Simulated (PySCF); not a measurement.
## Electronic structure of C$_{7}$H$_{7}$NS (charge −1, doublet) in real space

```xyz
16

S    -2.7645    1.1306    1.5458
C    -2.2104   -0.0446    0.4967
C    -1.5498    0.2605   -0.8066
C    -0.1210    0.0900   -0.4219
C     0.5224   -1.1614   -0.4925
C     1.8036   -1.2933   -0.0187
N     2.5225   -0.3016    0.5186
C     1.9041    0.8857    0.5953
C     0.6306    1.1332    0.1506
H    -2.1483   -1.0672    0.8522
H    -1.7713    1.2832   -1.1164
H    -1.8466   -0.4427   -1.5958
H     0.0079   -2.0115   -0.9244
H     2.3189   -2.2489   -0.0770
H     2.5016    1.6804    1.0324
H     0.1927    2.1164    0.2501
```

Geometry: GFN2-xTB.

Theory: UKS B3LYP, pcH-1 on C H N S, non-relativistic, mean-field spin-orbit, GIAO (PySCF).

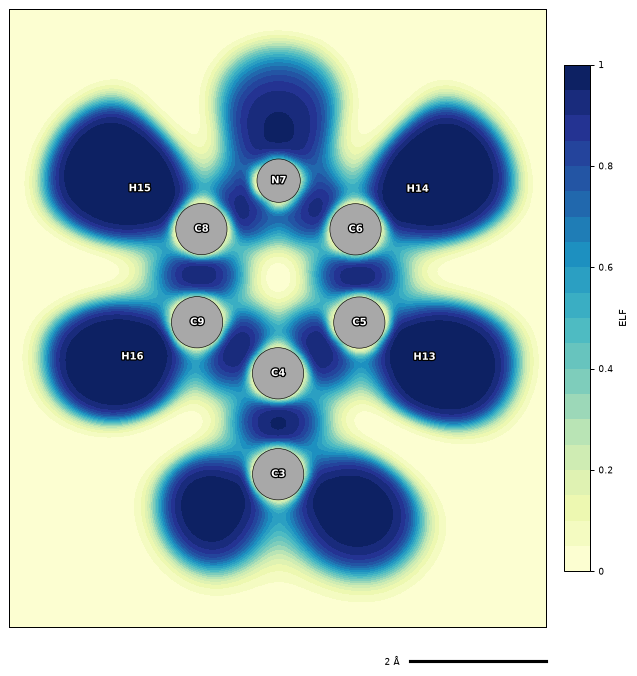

Figure 1. Electron localisation function on the plane of atoms C5, C4 and C9. Grey discs cover the atomic cores.

Question: Describe what can be read from this map.

Answer: The plane passes through C, N and H nuclei.
C–N (1.34 Å): the ELF peaks at about 0.90 between the atoms: localised, covalent bonding.
C–C (1.37 Å): the ELF peaks at about 0.95 between the atoms; a covalent bond.
C–H (1.08 Å): the ELF climbs to about 1 towards the hydrogen, as it does in any bond to H; an ordinary covalent bond to hydrogen.
C–C (1.49 Å): the ELF peaks at about 0.95 between the atoms: a shared electron pair.
The ELF also peaks beside N7, away from the bonds: non-bonding electrons, paired or unpaired.

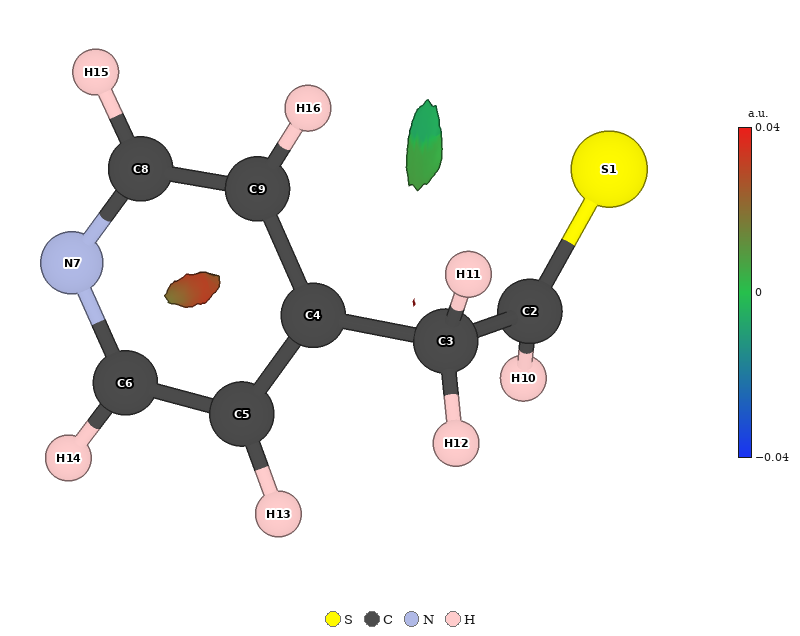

Figure 2. Non-covalent interaction (NCI) plot: the surface where the reduced density gradient is 0.5, for densities under 0.05 a.u., coloured by sign(λ₂)ρ; seen at a tilt.

Question: Identify the weak interactions.

Answer: Between C9 and H16 on one side and S1 and C2 on the other: a weak contact (green); inside the ring or cage of C4, C5, C6, N7, C8 and C9: steric crowding (red).
